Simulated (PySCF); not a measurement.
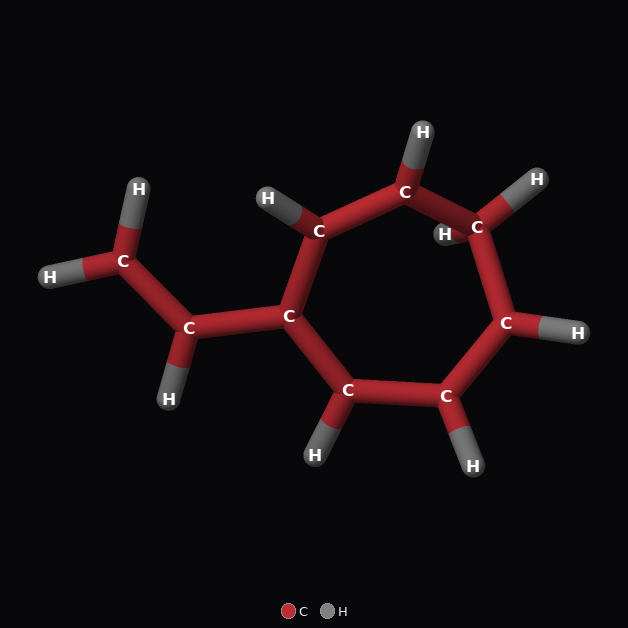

Stick drawing of a structure. Every bond is drawn as one stick, whatever its order.

Computed geometry: PBE0-D3(BJ)/def2-SVP optimisation. No frequency run is at hand to confirm it as a minimum.

**Count the atoms of each element.**

C₉H₁₀, 19 atoms: 9 carbon and 10 hydrogen.

**Give the symmetry (Schoenflies symbol).**

C1.

More results for the same structure follow; atom numbers are the same in all pictures, views and colours differ.

### Shape

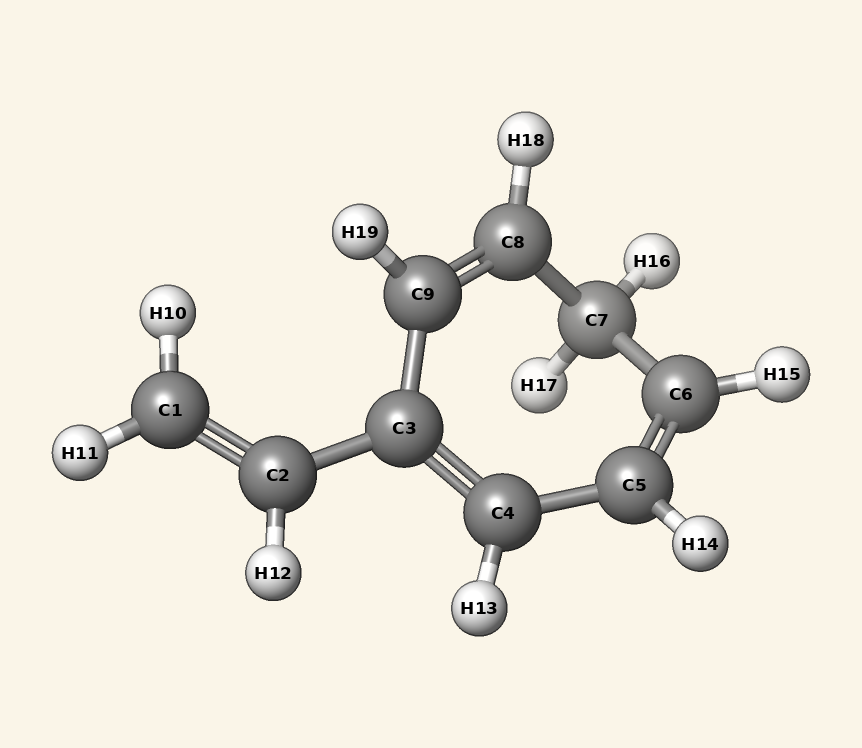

Atoms carry their numbers in the input. No frequency run is at hand to confirm it as a minimum.

Give the bond lengths. Leave out bonds to hydrogen.

| bond | length (Å) | order |
| --- | --- | --- |
| C1–C2 | 1.340 | double |
| C2–C3 | 1.466 | single |
| C3–C4 | 1.375 | double |
| C3–C9 | 1.454 | single |
| C4–C5 | 1.439 | single |
| C5–C6 | 1.352 | double |
| C6–C7 | 1.499 | single |
| C7–C8 | 1.499 | single |
| C8–C9 | 1.348 | double |

### Excitation

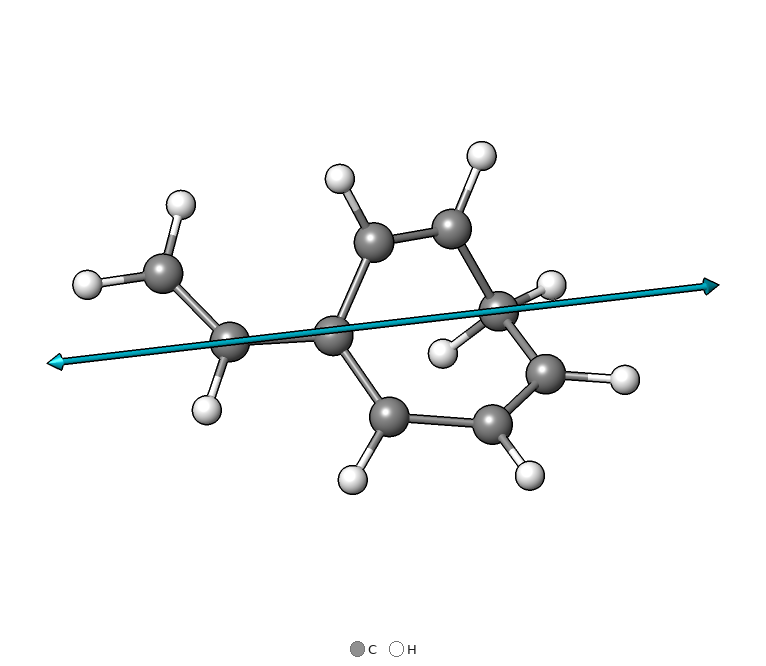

The double arrow shows the direction of the transition dipole to excited singlet state 3 (its length means nothing). No frequency run is at hand to confirm it as a minimum. Properties computed with TDDFT PBE0/def2-SVPD, vertical, gas phase, core orbitals frozen in the response (PySCF 2.14.0).

**Give its energy, strength and character.**

5.34 eV (232 nm), oscillator strength 0.28, mainly HOMO → LUMO+1 (weight 0.62); transition dipole 3.72 D.

### Ring current

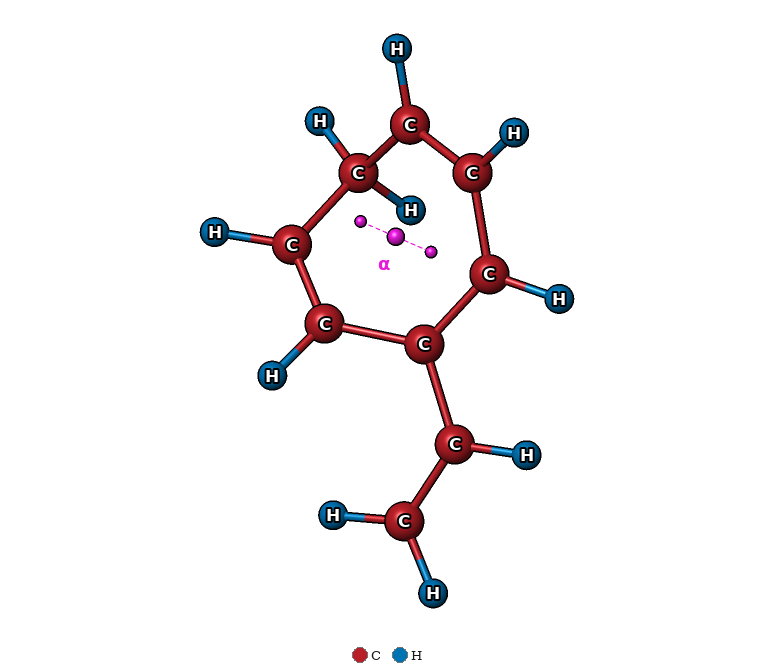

The small points mark where nucleus-independent chemical shifts (NICS) were computed: at the centre of each lettered ring and 1 Å above and below it. No frequency run is at hand to confirm it as a minimum. Method: GIAO PBE0/pcSseg-1 NMR shielding, non-relativistic, IEF-PCM water (PySCF 2.14.0).

Give NICS(0), NICS(1) and the out-of-plane component NICS(1)zz for each ring (means of the two sides).

```csv
ring,members,NICS(0),NICS(1),NICS(1)zz
α,C7,−4.2,−6.6,−10.3
```

Values in ppm.

### NMR shielding

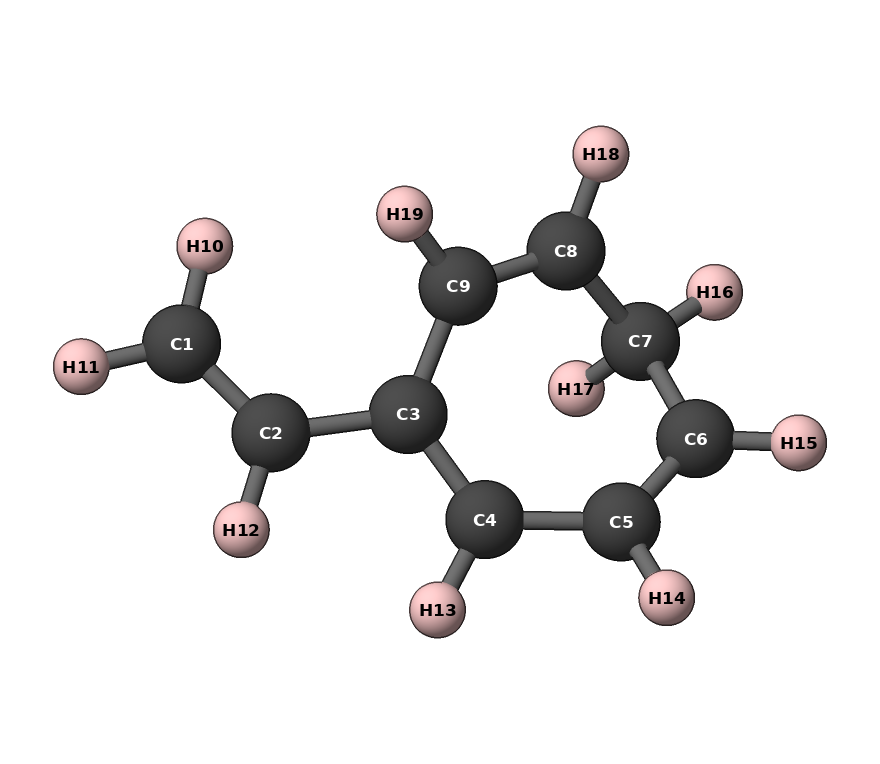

No frequency run is at hand to confirm it as a minimum. Level of theory: GIAO PBE0/pcSseg-1 NMR shielding, non-relativistic, IEF-PCM chloroform (PySCF 2.14.0). Principal shieldings σ11 ≤ σ22 ≤ σ33, span Ω = σ33 − σ11, skew κ = 3(σiso − σ22)/Ω.

Give the shielding tensors of the C atoms.

```tsv
atom	σ11	σ22	σ33	σiso	Ω	κ
C1	−45.5	66.6	167.0	62.7	212.5	−0.06
C2	−78.0	47.2	137.1	35.5	215.1	−0.16
C3	−63.2	16.5	158.9	37.4	222.2	0.28
C4	−54.9	41.6	147.9	44.9	202.8	0.05
C5	−63.1	57.4	156.9	50.4	220.0	−0.10
C6	−26.1	28.2	164.3	55.4	190.4	0.43
C7	132.5	163.7	164.5	153.6	32.0	−0.95
C8	−26.8	37.5	162.8	57.8	189.6	0.32
C9	−56.9	63.7	155.9	54.2	212.8	−0.13
```

Shieldings and span in ppm.

### Polarisability

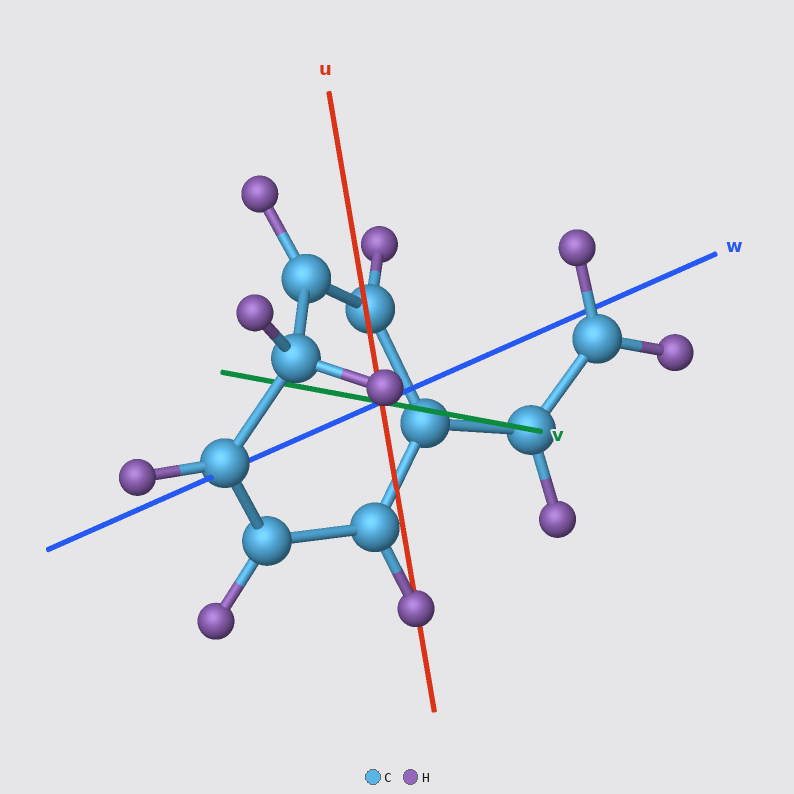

The lines u, v and w are the principal axes of the static dipole polarisability. No frequency run is at hand to confirm it as a minimum. Level of theory: PBE0/def2-SVPD in chloroform (IEF-PCM) (PySCF 2.14.0).

**Along which axis is the molecule most polarisable, and along which least?**

Most along w, least along v.

**Give the three principal values.**

u 144.6, v 89.6, w 211.7 bohr³; mean 148.6, anisotropy 105.9 bohr³.
